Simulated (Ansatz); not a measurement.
AlFH₇NO₂Si₂ (SMILES N[Si](O)(F)[O][AlH][SiH3])

The calculation's input:

```
crystal:
  periodic: [false, false, false]
  atoms:
    - { symbol: "N", position_ang: [0.055, -2.3465, -1.0787] }
    - { symbol: Si, position_ang: [-0.1382, -1.5557, 0.5301] }
    - { symbol: O, position_ang: [1.3203, -0.7999, 0.9382] }
    - { symbol: F, position_ang: [-0.3971, -2.7493, 1.6559] }
    - { symbol: O, position_ang: [-1.4174, -0.411, 0.5339] }
    - { symbol: Al, position_ang: [-0.9914, 0.9381, -0.6537] }
    - { symbol: Si, position_ang: [0.3206, 2.7736, 0.0539] }
    - { symbol: H, position_ang: [-0.5402, -1.80527, -1.72053] }
    - { symbol: H, position_ang: [0.99364, -2.26729, -1.31841] }
    - { symbol: H, position_ang: [1.1843, -0.3817, 1.8567] }
    - { symbol: H, position_ang: [-1.4596, 0.7958, -2.1553] }
    - { symbol: H, position_ang: [1.6042, 2.303, 0.5846] }
    - { symbol: H, position_ang: [0.4728, 3.6983, -1.1058] }
    - { symbol: H, position_ang: [-0.451, 3.5031, 1.1288] }
basis:
  gaussian: { orbitals: "6-31G" }
hamiltonian:
  xc: pbe0
  dispersion: d4
relax:
  f_tol: 0.015
  max_steps: 40
output:
  orbitals: {}
```

Command:

```sh
ansatz run input.yaml --threads 1 --pin off --max-ram 2048MiB --backend cpu --events-out ev --progress --plain --runs-dir out
```

The fields are those of the relaxed geometry.

Theory: Ansatz 0.2.0, RKS PBE0-D4/6-31G.

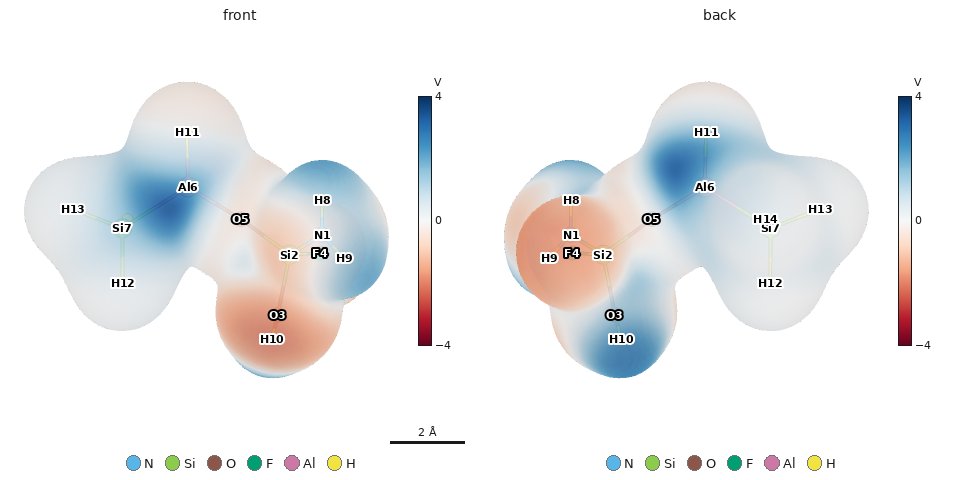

Figure 1. The electrostatic potential painted on the density surface at 0.002 e/bohr³, seen from the front and from behind; the colour scale runs from red (negative) to blue (positive).

Question: Where is the surface potential most negative and most positive?

Answer: The most negative region (about −1.9 V) lies over O3, the most positive (about +3.2 V) over Al6. O3 is the likeliest acceptor of a hydrogen bond.

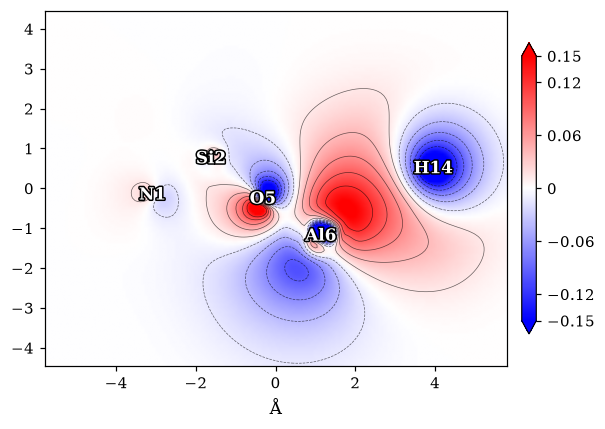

Figure 2. The LUMO on the plane of atoms N1, Si2 and O5 (values in Å⁻³ᐟ²; the overall sign is arbitrary).

Question: What is the character of this orbital?

Answer: Its weight (Hirshfeld) is mainly on Al6 (about 70 %) and O5 (about 5 %). Its energy is −1.57 eV.

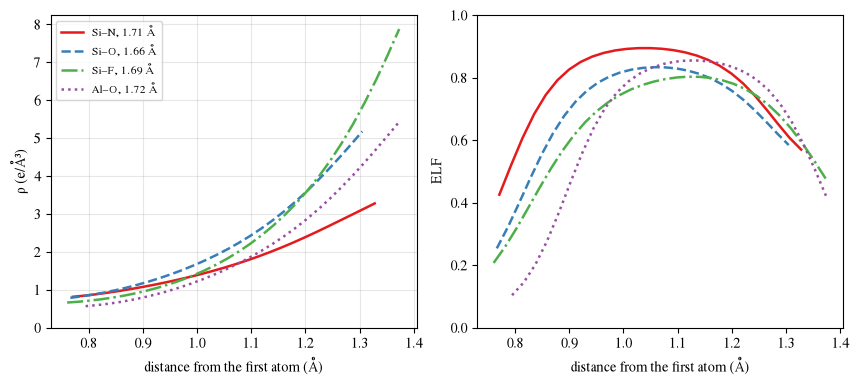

Figure 3. Total electron density and ELF along straight lines between neighbouring atoms. The curves leave out the atomic cores.

Question: What can be read from the curves?

Answer: Si–N (1.71 Å): the density is about 0.97 e/Å³ at the midpoint; the ELF peaks at about 0.90 between the atoms, as expected for a shared but strongly polarised pair.
Si–O (1.66 Å): ρ at the midpoint is about 0.92 e/Å³; the ELF peaks at about 0.85 between the atoms: a shared but strongly polarised pair.
Si–F (1.69 Å): ρ at the midpoint is about 0.79 e/Å³; the ELF peaks at about 0.80 in the valence shell of F, 0.6 Å from its nucleus, and is about 0.45 at the midpoint.
Al–O (1.72 Å): ρ at the midpoint is about 0.68 e/Å³; the ELF peaks at about 0.85 in the valence shell of O, 0.6 Å from its nucleus, and is about 0.30 at the midpoint.
